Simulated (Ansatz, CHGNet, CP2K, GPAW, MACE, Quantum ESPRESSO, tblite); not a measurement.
# Generalised stacking fault on (111) (glide set) of a Ge-Sn solid solution (48 atoms) in other programs, against a plane-wave reference

Aim: run generalised stacking fault on (111) (glide set) of a Ge-Sn solid solution (48 atoms) in several programs and set results and cost side by side. A plane-wave run serves as the reference.

Program: Quantum ESPRESSO 7.5. Level of theory: Kohn-Sham DFT, PBE, SSSP efficiency 1.3.0 pseudopotentials, plane waves. Results are calculated unless marked as measured.

### 1. The starting structure

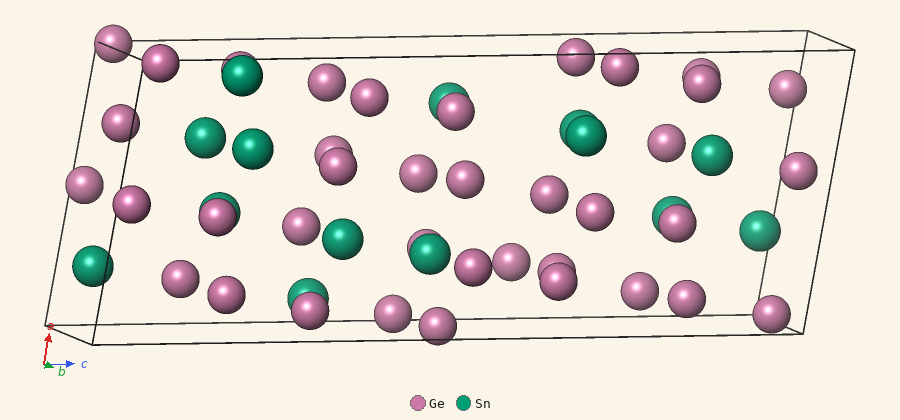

The starting structure, seen from the side, with the c axis across the page (germanium pink, tin teal). Some periodic images of atoms are drawn too.

The cell holds 48 atoms: 34 Ge and 14 Sn. Its edges and angles: a = 8.334 Å, b = 7.218 Å, c = 20.867 Å, α = 90.0°, β = 79.5°, γ = 90.0°. Diamond-structure Ge lattice (a = 5.8932 Å, the value set for the mixture), cell with z along [111], 2 x 1 x 2 periods; the third cell vector is tilted by 0.917 of 1/2[1-10] and lengthened by 0.1 Å, so the cell holds one fault (glide set); displaced by a Gaussian of 0.01 Å; 14 of 48 Ge sites given to Sn at random (lattice constant by Vegard's rule between Ge and Sn). Then every atom was moved at random, 0.05 Å r.m.s. a Cartesian component. The structure's axis is c.

### 2. Reference: Quantum ESPRESSO, plane waves

pw.in reads:

```
&control
  calculation = 'scf'
  pseudo_dir = './pseudo'
  outdir = './tmp'
  disk_io = 'none'
  tprnfor = .true.
  tstress = .true.
/
&system
  ibrav = 0
  nat = 48
  ntyp = 2
  ecutwfc = 45
  ecutrho = 360
  nosym = .true.
  occupations = 'smearing'
  smearing = 'fd'
  degauss = 0.003675
/
&electrons
  conv_thr = 2.4e-07
  electron_maxstep = 100
  mixing_beta = 0.2
  mixing_mode = 'local-TF'
  diagonalization = 'david'
/
ATOMIC_SPECIES
Ge 72.630 Ge.upf
Sn 118.710 Sn.upf
CELL_PARAMETERS angstrom
8.33424 0.00000 0.00000
0.00000 7.21767 0.00000
3.81983 0.00000 20.51464
ATOMIC_POSITIONS crystal
Ge 0.74516 0.49568 0.01917
Sn 0.68864 0.48956 0.14284
Sn 0.67192 0.83871 0.18770
Ge 0.60477 0.82498 0.31330
Sn 0.24204 0.49509 0.01690
Ge 0.19276 0.49865 0.14339
Ge 0.15668 0.81722 0.18958
Ge 0.09730 0.83135 0.31063
Ge 0.49437 0.00459 0.01914
Ge 0.44425 0.99305 0.14469
Sn 0.41269 0.34055 0.19298
Ge 0.36047 0.34141 0.31162
[... 32 atom lines left out ...]
Sn 0.61222 0.66479 0.84978
Ge 0.55324 0.67158 0.97503
Ge 0.85299 0.16767 0.84989
Ge 0.80666 0.16711 0.97503
K_POINTS gamma
```

Run with:

```
$ OMP_NUM_THREADS=1 mpirun -np 4 pw.x -in pw.in > output.txt
```

Numbers of over 12 decimals in the logs are rounded to 6 here.

The program printed:

```text
Program PWSCF
     gamma-point specific algorithms are used
     one sub-group per band group will be used
     scalapack distributed-memory algorithm (size of sub-group:  2*  2 procs)
     Parallelization info
     sticks:   dense  smooth     PW     G-vecs:    dense   smooth      PW
     Min        1537     772    191               240113    84918   10615
     Max        1540     773    194               240132    84925   10620
     Sum        6153    3089    773               960473   339687   42473
     bravais-lattice index     =            0
     lattice parameter (alat)  =      15.7494  a.u.
     unit-cell volume          =    8327.6704 (a.u.)^3
     number of atoms/cell      =           48
     number of atomic types    =            2
     number of electrons       =       672.00
[... lines left out ...]
     scf convergence threshold =      2.4E-07
[... lines left out ...]
     number of k points=     1  Fermi-Dirac smearing, width (Ry)=  0.0037
[... lines left out ...]
     total energy              =   -9561.46189862 Ry
[... lines left out ...]
     total energy              =   -9532.41728145 Ry
[... lines left out ...]
     total energy              =   -9547.77514097 Ry
[... lines left out ...]
     total energy              =   -9547.74971212 Ry
[... lines left out ...]
     total energy              =   -9547.74971225 Ry
[... lines left out ...]
          k = 0.0000 0.0000 0.0000 ( 21237 PWs)   bands (ev):
   -16.6266 -16.5511 -16.5398 -16.5371 -16.5217 -16.5124 -16.5049 -16.5006
   -16.4861 -16.4783 -16.4670 -16.4648 -16.4633 -16.4558 -16.4487 -16.4389
   -16.4312 -16.4195 -16.4191 -16.4030 -16.4024 -16.3984 -16.3793 -16.3709
[...]
12.2099  12.2615  12.3680  12.4082  12.4558  12.5375  12.5711  12.6227
    12.6474  12.7371  12.9173  12.9792  13.0206  13.0655  13.1435  13.1623
    13.2311  13.2524  13.2843
     the Fermi energy is     8.4153 ev
!    total energy              =   -9547.74971263 Ry
     estimated scf accuracy    <       0.00000003 Ry
     smearing contrib. (-TS)   =      -0.01787603 Ry
     internal energy E=F+TS    =   -9547.73183660 Ry
     The total energy is F=E-TS. E is the sum of the following terms:
     one-electron contribution =   -5873.78767657 Ry
     hartree contribution      =    3506.06166008 Ry
     xc contribution           =   -2649.48229766 Ry
     ewald contribution        =   -4530.52352245 Ry
     convergence has been achieved in  15 iterations
     Forces acting on atoms (cartesian axes, Ry/au):
     atom    1 type  1   force =     0.05195470   -0.02576818   -0.01736170
     atom    2 type  2   force =     0.04337404    0.01747796   -0.03876594
     atom    3 type  2   force =    -0.06656913   -0.03723204    0.05707633
[...]
atom   47 type  1   force =     0.00272701   -0.02246169    0.01224404
     atom   48 type  1   force =    -0.07667131    0.03346011   -0.04179090
     Total force =     0.549236     Total SCF correction =     0.000906
     Computing stress (Cartesian axis) and pressure
          total   stress  (Ry/bohr**3)                   (kbar)     P=       83.23
   0.00108612  -0.00011439   0.00008728          159.77      -16.83       12.84
  -0.00011439   0.00020649  -0.00010150          -16.83       30.38      -14.93
   0.00008728  -0.00010150   0.00040480           12.84      -14.93       59.55
     Message from routine punch:
     Nothing written, as per user request (disk_io='none')
```

Wall time 2.2 min (4 MPI ranks of Arm Neoverse V2, shared host); peak memory 2.9 GiB; 8.6 min of CPU time.

Banners, paths, timers and routine set-up lines are dropped from the logs unmarked, and long logs keep their key lines alone; longer cuts are marked.

Numbers from this run:

```
r.m.s. force component : 1.177 eV/Å
longest force          : 5.194 eV/Å
pressure               : 8.323 GPa
```

### 3. Structure statistics

g(r), total and by pair (bins of 0.2 Å):

| r (Å) | total | Ge-Ge | Ge-Sn | Sn-Sn |
| --- | --- | --- | --- | --- |
| 2.20 | 0.08 | 0.00 | 0.20 | 0.00 |
| 2.40 | 1.43 | 1.71 | 1.22 | 0.82 |
| 2.60 | 4.38 | 4.09 | 4.70 | 4.54 |
| 2.80 | 0.33 | 0.45 | 0.12 | 0.68 |
| 3.00 | 0.05 | 0.00 | 0.12 | 0.00 |
| 3.20 | 0.00 | 0.00 | 0.00 | 0.00 |
| 3.40 | 0.00 | 0.00 | 0.00 | 0.00 |
| 3.60 | 0.00 | 0.00 | 0.00 | 0.00 |
| 3.80 | 0.00 | 0.00 | 0.00 | 0.00 |
| 4.00 | 1.32 | 1.24 | 1.38 | 1.52 |
| 4.20 | 5.37 | 5.22 | 6.00 | 3.12 |
| 4.40 | 0.34 | 0.31 | 0.27 | 0.79 |
| 4.60 | 0.08 | 0.04 | 0.15 | 0.00 |
| 4.80 | 2.77 | 2.94 | 2.74 | 1.92 |
| 5.00 | 2.10 | 1.83 | 2.40 | 2.25 |
| 5.20 | 0.19 | 0.16 | 0.27 | 0.00 |
| 5.40 | 0.00 | 0.00 | 0.00 | 0.00 |
| 5.60 | 0.04 | 0.00 | 0.06 | 0.16 |
| 5.80 | 0.88 | 0.95 | 0.82 | 0.73 |
| 6.00 | 0.80 | 0.83 | 0.75 | 0.85 |
| 6.20 | 0.32 | 0.29 | 0.34 | 0.39 |
| 6.40 | 2.13 | 2.13 | 2.10 | 2.21 |
| 6.60 | 0.45 | 0.43 | 0.48 | 0.35 |
| 6.80 | 0.12 | 0.11 | 0.14 | 0.11 |
| 7.00 | 0.39 | 0.36 | 0.37 | 0.61 |
| 7.20 | 3.52 | 3.74 | 3.12 | 4.24 |
| 7.40 | 0.83 | 0.87 | 0.81 | 0.65 |
| 7.60 | 1.88 | 1.93 | 1.85 | 1.82 |

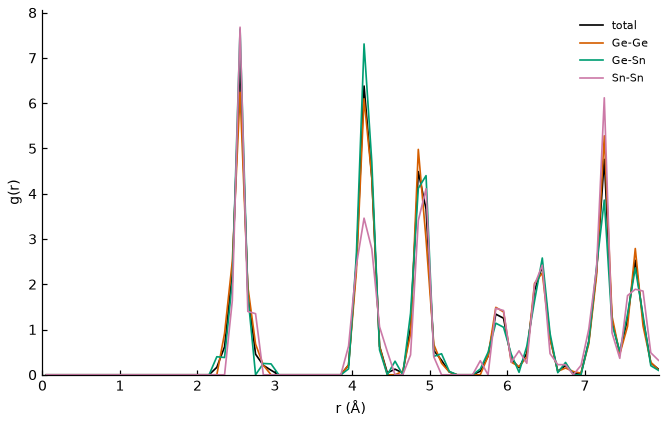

Pair distribution functions.

Bonds by pair of elements; cutoffs follow the first minimum of g(r), held within bounds set by covalent radii, and pairs that aren't listed don't count as bonded:

| pair A-B | cutoff (Å) | bonds | mean length (Å) | spread (Å) | shortest (Å) | B about A | A about B |
| --- | --- | --- | --- | --- | --- | --- | --- |
| Ge-Ge | 3.12 | 48 | 2.56 | 0.098 | 2.32 | 2.82 | 2.82 |
| Ge-Sn | 3.03 | 40 | 2.56 | 0.115 | 2.30 | 1.18 | 2.86 |
| Sn-Sn | 2.84 | 8 | 2.59 | 0.068 | 2.50 | 1.14 | 1.14 |

How many atoms have how many bonded neighbours:

```
element  mean   4
     Ge     4  34
     Sn     4  14
```

Rings of the network by King's shortest-path rule, up to 12 atoms, one path for each pair of neighbours; H, halogens, alkali and alkaline-earth atoms are left out, and the last column divides by all other atoms, bonded or not:

| ring size (atoms) | rings | per network atom |
| --- | --- | --- |
| 6 | 92 | 1.92 |

### 4. The other programs

The programs:
- CHGNet: machine-learned potential, published weights.
- CP2K 2026.2: Gaussian basis with GTH pseudopotentials and a plane-wave density; labels give functional, basis (MOLOPT sets; SR short-range, UZH the newer set with its own potentials), grid cutoff/relative cutoff and solver (OT: orbital transformation; TRS4, TC2, SIGN: linear-scaling purification with its sparsity filter), or its built-in tight binding.
- GPAW 26.7.0: PAW with atomic orbitals (LCAO), plane waves or a real-space grid of spacing h.
- MACE: machine-learned potential, published weights.
- Quantum ESPRESSO 7.5: plane waves; labels (QE) give functional, pseudopotential set and cutoffs of waves/density.
- tblite 0.8.0: extended tight binding, driven from Python.

All use the same cell and atoms; the electronic-structure runs use the same k-mesh, and an electronic temperature of 580 K (0.05 eV) where levels are smeared.

Differences are against the plane-wave reference, forces as r.m.s. over components; share is that over the reference's r.m.s. force, slope the least-squares factor from reference forces to these. Total energies of different programs have different zeros and aren't compared.

```csv
run,"Δ force, r.m.s. (meV/Å)",share (%),slope,Δ pressure (GPa),cores,CPU time,memory (GiB)
reference,-,-,-,-,4,8.6 min,2.9
CHGNet r2SCAN potential,599,50.9,0.544,-5.10,1,2.6 s,0.54
"CP2K PBE+D3, DZVP-MOLOPT-SR, 350/50 Ry, diagonalisation",75.1,6.38,0.946,0.0031,2,2.3 min,1.8
"CP2K PBE, DZVP-MOLOPT-SR, 244/50 Ry, diagonalisation (coarse)",60.9,5.17,0.959,0.609,2,2.2 min,1.2
"CP2K PBE, DZVP-MOLOPT-SR, 350/20 Ry, diagonalisation (coarse)",66.0,5.61,0.957,0.643,2,1.8 min,1.7
"CP2K PBE, DZVP-MOLOPT-SR, 350/50 Ry, diagonalisation",60.9,5.17,0.959,0.609,2,2.3 min,1.7
"CP2K PBE, DZVP-MOLOPT-SR, 489/50 Ry, diagonalisation",60.9,5.17,0.959,0.609,2,3.4 min,2.9
"CP2K PBE, DZVP-UZH, 350/50 Ry, diagonalisation",56.5,4.80,0.963,0.377,2,2.2 min,1.7
"CP2K PBE, TZV2P-MOLOPT (SR for Ge, Sn), 350/50 Ry, diagonalisation",61.1,5.19,0.958,0.310,4,3.3 min,3.6
"CP2K revPBE, PBE potentials, DZVP-MOLOPT-SR, 350/50 Ry, diagonalisation",62.4,5.30,0.960,0.83,2,2.3 min,1.7
"GPAW PBE, LCAO dzp, h 0.15 Å",72.4,6.15,1.045,-,1,4.6 min,2.7
"GPAW PBE, LCAO dzp, h 0.2 Å",72.2,6.13,1.045,-,1,2.1 min,1.2
"GPAW PBE, LCAO szp(dzp), h 0.2 Å (coarse)",169,14.4,1.120,-,1,2 min,1.1
"GPAW PBE, plane waves 550 eV",27.2,2.31,0.996,0.0333,2,6.1 min,1.5
MACE MP-0b2 small potential,332,28.2,0.960,-4.12,1,5 s,0.66
MACE MPA-0 medium potential,319,27.1,0.968,-3.49,1,5.6 s,0.69
"QE PBE, dojo-0.4.1-standard, 60/240 Ry (coarse)",8.62,0.733,1.006,-24.2,4,8.1 min,1.9
"QE PBE, gbrv-1.5, 40/200 Ry",7.13,0.606,0.996,0.0407,4,6.2 min,1.6
tblite GFN1-xTB,366,31.1,1.153,2.21,1,3.4 s,0.11
```

Rows marked coarse were listed beforehand as settings not expected to be converged; some can still land near the reference.

Times of the machine-learned potentials are mostly Python's start and the loading of weights.

CPU time is summed over cores on a shared host, where runs went side by side, so it is rough. Symmetry, cutoffs, thresholds, outputs and thread counts weren't matched or tuned between programs; memory under MPI is the largest rank's times the ranks.

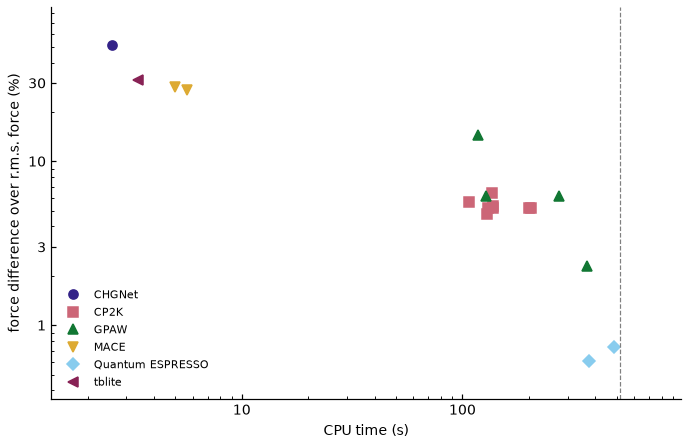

Force difference against CPU time; the dashed line marks the reference's time.

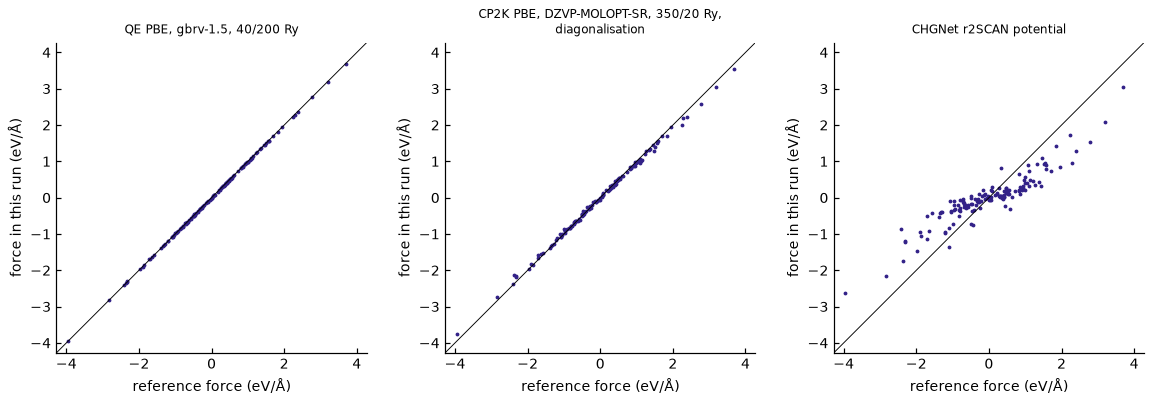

Force components against those of the reference; the line marks equality.

Runs without a result: CP2K GFN1-xTB, diagonalisation (not converged, the SCF not settling).

Mean charges by element (e), by run and scheme:

| run | scheme | Ge | Sn |
| --- | --- | --- | --- |
| CP2K PBE+D3, DZVP-MOLOPT-SR, 350/50 Ry, diagonalisation | Mulliken | -0.03 | +0.06 |
| CP2K PBE+D3, DZVP-MOLOPT-SR, 350/50 Ry, diagonalisation | Hirshfeld | -0.02 | +0.06 |
| CP2K PBE, DZVP-MOLOPT-SR, 244/50 Ry, diagonalisation | Mulliken | -0.03 | +0.06 |
| CP2K PBE, DZVP-MOLOPT-SR, 244/50 Ry, diagonalisation | Hirshfeld | -0.02 | +0.06 |
| CP2K PBE, DZVP-MOLOPT-SR, 350/50 Ry, diagonalisation | Mulliken | -0.03 | +0.06 |
| CP2K PBE, DZVP-MOLOPT-SR, 350/50 Ry, diagonalisation | Hirshfeld | -0.02 | +0.06 |
| CP2K PBE, DZVP-MOLOPT-SR, 489/50 Ry, diagonalisation | Mulliken | -0.03 | +0.06 |
| CP2K PBE, DZVP-MOLOPT-SR, 489/50 Ry, diagonalisation | Hirshfeld | -0.02 | +0.06 |
| CP2K PBE, DZVP-UZH, 350/50 Ry, diagonalisation | Mulliken | -0.06 | +0.14 |
| CP2K PBE, DZVP-UZH, 350/50 Ry, diagonalisation | Hirshfeld | -0.03 | +0.06 |
| CP2K PBE, TZV2P-MOLOPT (SR for Ge, Sn), 350/50 Ry, diagonalisation | Mulliken | -0.24 | +0.58 |
| CP2K PBE, TZV2P-MOLOPT (SR for Ge, Sn), 350/50 Ry, diagonalisation | Hirshfeld | -0.03 | +0.06 |
| CP2K revPBE, PBE potentials, DZVP-MOLOPT-SR, 350/50 Ry, diagonalisation | Mulliken | -0.03 | +0.06 |
| CP2K revPBE, PBE potentials, DZVP-MOLOPT-SR, 350/50 Ry, diagonalisation | Hirshfeld | -0.03 | +0.06 |
| tblite GFN1-xTB | Mulliken | +0.01 | -0.02 |

Within one program, basis, potentials and functional, energies share a zero. Each run against its twin at the usual cutoff or grid and solver:

| run | twin | Δ energy (meV/atom) | Δ force, r.m.s. (meV/Å) | CPU time over the twin's |
| --- | --- | --- | --- | --- |
| CP2K PBE, DZVP-MOLOPT-SR, 244/50 Ry, diagonalisation | DZVP-MOLOPT-SR, 350/50 Ry, diagonalisation | 0.0016 | 0.052 | 0.95 |
| CP2K PBE, DZVP-MOLOPT-SR, 350/20 Ry, diagonalisation | DZVP-MOLOPT-SR, 350/50 Ry, diagonalisation | -1.54 | 16.4 | 0.78 |
| CP2K PBE, DZVP-MOLOPT-SR, 489/50 Ry, diagonalisation | DZVP-MOLOPT-SR, 350/50 Ry, diagonalisation | 2.0e-4 | 0.015 | 1.5 |
| GPAW PBE, LCAO dzp, h 0.15 Å | LCAO dzp, h 0.2 Å | -13.4 | 10.3 | 2.1 |

### 5. Results

```
reference r.m.s. force component                       : 1.18 eV/Å
nearest in forces                                      : QE PBE, gbrv-1.5, 40/200 Ry, 0.61 %
farthest in forces                                     : CHGNet r2SCAN potential, 51 %
cheapest electronic-structure run beside the reference : tblite GFN1-xTB, 3.4 s of CPU time
```

PBE on plane waves or a grid with other potentials, cutoffs or grids, coarse settings apart, differs from the reference by 0.61 % (QE PBE, gbrv-1.5, 40/200 Ry) to 2.3 % (GPAW PBE, plane waves 550 eV) of the r.m.s. force; this holds the reference's own error, so differences of a few per cent don't tell which side is nearer the exact PBE result. The PBE runs in local orbitals, coarse settings apart, differ by 4.8 % (CP2K PBE, DZVP-UZH, 350/50 Ry, diagonalisation) to 6.2 % (GPAW PBE, LCAO dzp, h 0.15 Å); basis, grid and potentials can all enter. Tight binding differs by 31 % (tblite GFN1-xTB); it is another model, with fitted parameters of its own, and the xTB methods hold dispersion. Machine-learned potentials differ by 27 % (MACE MPA-0 medium potential) to 51 % (CHGNet r2SCAN potential); they were trained on other programs' data, some at another functional. Rows with another functional or a dispersion term differ by 5.3 % (CP2K revPBE, PBE potentials, DZVP-MOLOPT-SR, 350/50 Ry, diagonalisation) to 6.4 % (CP2K PBE+D3, DZVP-MOLOPT-SR, 350/50 Ry, diagonalisation), which mixes the change of model with differences of basis and potentials, some of them made for another functional. Runs with settings chosen to be coarse differ by 0.73 % (QE PBE, dojo-0.4.1-standard, 60/240 Ry) to 14 % (GPAW PBE, LCAO szp(dzp), h 0.2 Å), their programs' other errors included. Of the electronic-structure runs that take under half the reference's CPU time, CP2K PBE, DZVP-UZH, 350/50 Ry, diagonalisation comes nearest, at 4.8 % in 2.2 min against 8.6 min. GPAW PBE, LCAO szp(dzp), h 0.2 Å stiffens the forces by a factor of 1.12 while following their directions (correlation 0.997); the slopes of the 4 GPAW runs lie between 1.00 and 1.12. In pressure, QE PBE, dojo-0.4.1-standard, 60/240 Ry misses by -24.2 GPa, at the same functional; a cutoff this low leaves a large Pulay stress. Charges hang on model, scheme and program or settings: among these rows the mean for Sn runs from -0.02 to +0.58 e. In the reference: levels near the Fermi energy are neither full nor empty under the smearing, so no gap is quoted. In the reference: for some of the pairs, g(r) has its first main peak near 2.56 Å (Ge-Ge), 2.54 Å (Ge-Sn) and 2.58 Å (Sn-Sn). Periodic xTB results under one method name differ between programs and library versions. The potentials hold different valence shells: 672 electrons in the reference, 192 in CP2K with DZVP-UZH and 332 in GPAW; this bears on time and differences. GPAW's setups keep the filled d shell of Ge in the core. The reference's pressure holds the uncorrected Pulay stress of its 45 Ry basis, so small pressure differences, and their order, may be the reference's own error. Machine-learned potentials mimic data converged in k, so the reference's own k-point error enters their differences. The reference's stress is far from hydrostatic: its diagonal is 16.0, 3.0, 6.0 GPa, compression counted positive. The host structure and its lattice constant were typed by rule, without a check against the phase diagram. The reference's pressure of 8.3 GPa belongs to a cell and atoms that aren't relaxed at this level. The electronic-structure runs sample only Γ, in a cell whose shortest periodic width is 7 Å, which is coarse for a cell with partly filled levels.

[Also dropped from logs without a mark: logging warnings of Python, and SIESTA's first energy breakdown and zero terms.]

[Logs are printed without paths, hosts, clocks, repeated set-up lines and the standing remarks that a program may print on its own settings, such as how far it seeks lower states.]

[Hosts, paths, dates, database ids (printed as entryN), source tags and the programs' standing remarks are cut or masked in the printed files.]
